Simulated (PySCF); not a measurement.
# triplet Si2H6: levels of theory compared

Wanted: a comparison of 4 runs (UB3LYP/aug-cc-pVDZ, UCAM-B3LYP/aug-cc-pVDZ, UM06-2X/aug-cc-pVDZ, UCCSD(T)/aug-cc-pVDZ) of triplet Si2H6. 

Program for the calculation: PySCF 2.14.0.

1 further run of the same task is left out (set aside as unsound or not needed).

## 1. The structure to begin with

Si2H6: 8 atoms, total charge 0, spin state triplet. SMILES of the parent species: `[SiH3][SiH3]`. Geometry: relaxed at PBE0-D4/def2-TZVP. That shape belongs to the parent species and isn't relaxed for this state.

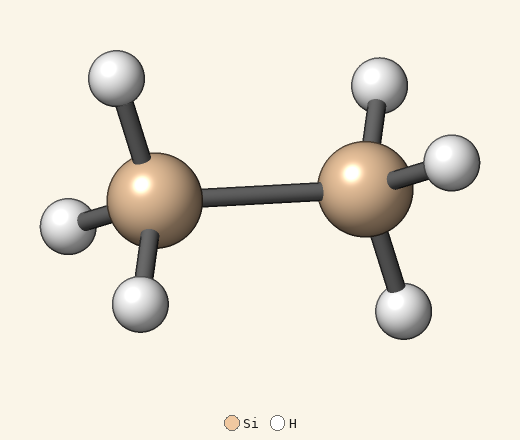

Viewed from a chosen angle; silicon light orange, hydrogen white.

## 2. A single-point energy at UB3LYP/aug-cc-pVDZ (run 1)

File mol.xyz:

```xyz
8

Si    -0.340500     0.490200    -1.004900
Si     0.363500    -0.504400     0.991000
H      0.833900     0.948200    -1.794900
H     -1.112900    -0.483900    -1.821900
H     -1.208000     1.664100    -0.717900
H      1.139000     0.468600     1.806300
H      1.228100    -1.680500     0.704000
H     -0.811000    -0.959200     1.782600
```

File run.py:

```python
from pyscf import gto, dft

mol = gto.M(
    atom='mol.xyz',
    max_memory=1860,
    basis='aug-cc-pvdz',
    verbose=3,
    spin=2,
)

mf = dft.UKS(mol, xc='b3lyp')
mf.conv_tol = 1e-10
mf.grids.level = 5
mf.kernel()
if not mf.converged:
    mf = mf.newton().run(mf.mo_coeff, mf.mo_occ)

energy = mf.e_tot
print('E(%s) = %.9f' % ('B3LYP', energy))
```

The run is started by

```sh
OMP_NUM_THREADS=1 python run.py
```

Log:

```text
WARN: HOMO -0.0262397833432843 >= LUMO -0.306533413898772

WARN: HOMO -0.106491791269019 >= LUMO -0.336028159697582

WARN: HOMO -0.0772849999522629 >= LUMO -0.276947874707193

WARN: HOMO -0.0775159999728761 >= LUMO -0.27293083901398

WARN: HOMO -0.0776021002541478 >= LUMO -0.272121229378576

WARN: HOMO -0.0773408325930038 >= LUMO -0.271482822564943

WARN: HOMO -0.0773321498732802 >= LUMO -0.271429482440939

WARN: HOMO -0.0773199340961384 >= LUMO -0.27140384251075

WARN: HOMO -0.0773217575268506 >= LUMO -0.271408849402881

WARN: HOMO -0.077321750296111 >= LUMO -0.271409225888493

WARN: HOMO -0.0773232964639941 >= LUMO -0.271412413948487

WARN: HOMO -0.0773235443083817 >= LUMO -0.27141362761442

WARN: HOMO -0.0773237406915399 >= LUMO -0.271414147066407

WARN: HOMO -0.0773237828525781 >= LUMO -0.271414252050471

converged SCF energy = -582.364829726203  <S^2> = 2.0027493  2S+1 = 3.0018323
E(B3LYP) = -582.364829726
```

It took 40 s on 1 thread of Arm Neoverse V2, shared host; peak memory 0.58 GiB.

## 3. The energy at UCAM-B3LYP/aug-cc-pVDZ (run 2)

File job.py:

```python
from pyscf import gto, dft

mol = gto.M(
    atom='''
Si    -0.643452     0.926344    -1.898986
Si     0.686915    -0.953178     1.872719
H      1.575843     1.791838    -3.391869
H     -2.103076    -0.914438    -3.442892
H     -2.282789     3.144693    -1.356634
H      2.152398     0.885526     3.413412
H      2.320773    -3.175685     1.330367
H     -1.532568    -1.812625     3.368626
''',
    max_memory=1860,
    unit='bohr',
    spin=2,
    basis='aug-cc-pvdz',
    verbose=3,
)

mf = dft.UKS(mol, xc='cam-b3lyp')
mf.conv_tol = 1e-10
mf.grids.level = 5
mf.kernel()
if not mf.converged:
    mf = mf.newton().run(mf.mo_coeff, mf.mo_occ)

e_final = mf.e_tot
print('E = %.10f Eh' % e_final)
```

The run is started by

```sh
OMP_NUM_THREADS=1 python job.py
```

Log:

```text
WARN: HOMO 0.000116851322175296 >= LUMO -0.31304575152723

WARN: HOMO -0.114745884141329 >= LUMO -0.338543576991763

WARN: HOMO -0.0997849617592963 >= LUMO -0.264953861747276

WARN: HOMO -0.0991710288035001 >= LUMO -0.256058999813754

WARN: HOMO -0.0994063594512635 >= LUMO -0.254814095097992

WARN: HOMO -0.099314864846729 >= LUMO -0.253891369818544

WARN: HOMO -0.0992093502801907 >= LUMO -0.253121636132384

WARN: HOMO -0.0991844620078739 >= LUMO -0.25300914509055

WARN: HOMO -0.0991839984401564 >= LUMO -0.253010297496089

WARN: HOMO -0.0991837907612632 >= LUMO -0.253008914784556

WARN: HOMO -0.0991832807300592 >= LUMO -0.253007722311235

WARN: HOMO -0.0991845274562486 >= LUMO -0.253010865115074

WARN: HOMO -0.0991844852074997 >= LUMO -0.253011422629902

WARN: HOMO -0.0991847873183684 >= LUMO -0.253012398425248

WARN: HOMO -0.0991847024913004 >= LUMO -0.253011978526312

WARN: HOMO -0.0991842201531243 >= LUMO -0.253011123974296

WARN: HOMO -0.0991842424269764 >= LUMO -0.253010985587347

WARN: HOMO -0.0991842559063212 >= LUMO -0.253010978637422

converged SCF energy = -582.300994583148  <S^2> = 2.0041375  2S+1 = 3.0027571
E = -582.3009945831 Eh
```

Run time: 70 s. Hardware: 1 thread of Arm Neoverse V2, shared host; peak memory 0.58 GiB.

Run 3 isn't shown in full; the table further down has it.

## 4. A single-point energy at UCCSD(T)/aug-cc-pVDZ (run 4)

File job.py:

```python
from pyscf import gto, scf, cc

molecule = gto.M(
    atom='''
Si    -0.643452     0.926344    -1.898986
Si     0.686915    -0.953178     1.872719
H      1.575843     1.791838    -3.391869
H     -2.103076    -0.914438    -3.442892
H     -2.282789     3.144693    -1.356634
H      2.152398     0.885526     3.413412
H      2.320773    -3.175685     1.330367
H     -1.532568    -1.812625     3.368626
''',
    max_memory=1860,
    basis='aug-cc-pvdz',
    spin=2,
    verbose=3,
    unit='bohr',
    charge=0,
)

calc0 = scf.UHF(molecule)
calc0.conv_tol = 1e-10
calc0.kernel()
if not calc0.converged:
    calc0 = calc0.newton().run(calc0.mo_coeff, calc0.mo_occ)

mycc = cc.CCSD(calc0, frozen=10)
mycc.kernel()
e_t = mycc.ccsd_t()
e_final = mycc.e_tot + e_t
print('Final energy', e_final)
```

The run is started by

```sh
OMP_NUM_THREADS=1 python job.py
```

Log:

```text
WARN: HOMO 0.0327074155008508 >= LUMO -0.298673807107621

WARN: HOMO -0.105800074736511 >= LUMO -0.286080185117885

WARN: HOMO -0.0977335441038587 >= LUMO -0.181519403487902

WARN: HOMO -0.0997832992234389 >= LUMO -0.171480625385962

WARN: HOMO -0.100079375725682 >= LUMO -0.168421556854491

WARN: HOMO -0.100630988920634 >= LUMO -0.165926562464378

WARN: HOMO -0.100898967327872 >= LUMO -0.164042300397103

WARN: HOMO -0.100872654090306 >= LUMO -0.163696927956638

WARN: HOMO -0.100887829261184 >= LUMO -0.163645564872684

WARN: HOMO -0.100894698360876 >= LUMO -0.163636013979779

WARN: HOMO -0.100892437580006 >= LUMO -0.163631223415196

WARN: HOMO -0.100892773690034 >= LUMO -0.16363083072377

WARN: HOMO -0.100892764551741 >= LUMO -0.163631513868602

WARN: HOMO -0.100892805649904 >= LUMO -0.163630655775624

WARN: HOMO -0.100892785348271 >= LUMO -0.163630582377572

WARN: HOMO -0.100892794152912 >= LUMO -0.163630534423749

converged SCF energy = -581.077138290866  <S^2> = 2.0082681  2S+1 = 3.005507
E(UCCSD) = -581.3495042364416  E_corr = -0.2723659455751501
UCCSD(T) correction = -0.0086994700563024
Final energy -581.3582037064979
```

Run time: 4 min. Hardware: 1 thread of Arm Neoverse V2, shared host; peak memory 4.2 GiB.

## 5. Overview of the runs

| run | level | integration grid | frozen core orbitals | energy (Eh) | dipole moment (D) of the reference | HOMO energy (eV) | ⟨S²⟩ | wall time |
| --- | --- | --- | --- | --- | --- | --- | --- | --- |
| 1 | UB3LYP/aug-cc-pVDZ | 5 | – | -582.364830 | 0.00 | -2.10 | 2.003 | 40 s |
| 2 | UCAM-B3LYP/aug-cc-pVDZ | 5 | – | -582.300995 | 0.00 | -2.70 | 2.004 | 70 s |
| 3 | UM06-2X/aug-cc-pVDZ | 5 | – | -582.234989 | 0.00 | -2.59 | 2.003 | 1.9 min |
| 4 | UCCSD(T)/aug-cc-pVDZ | – | 10 | -581.358204 | 0.00 | -2.75 | 2.008 | 4 min |

## 6. Summary of results

| quantity | value |
| --- | --- |
| run 4: total energy | -581.35820 Eh |
| run 4: dipole moment (Hartree–Fock density) | 0.00 D |
| run 4: HOMO energy (Hartree–Fock orbitals) (highest over α and β) | -2.75 eV |
| run 4: correlation energy (10 core orbitals frozen) | -281.1 mEh |
| run 4: (T) correction | -8.70 mEh |
| run 4: ⟨S²⟩ of the reference determinant | 2.008 |
| run 4: T1 diagnostic | 0.031 |

In words: Totals of different functionals can't be ranked against each other. All runs together took 7.7 min, the longest 4 min.
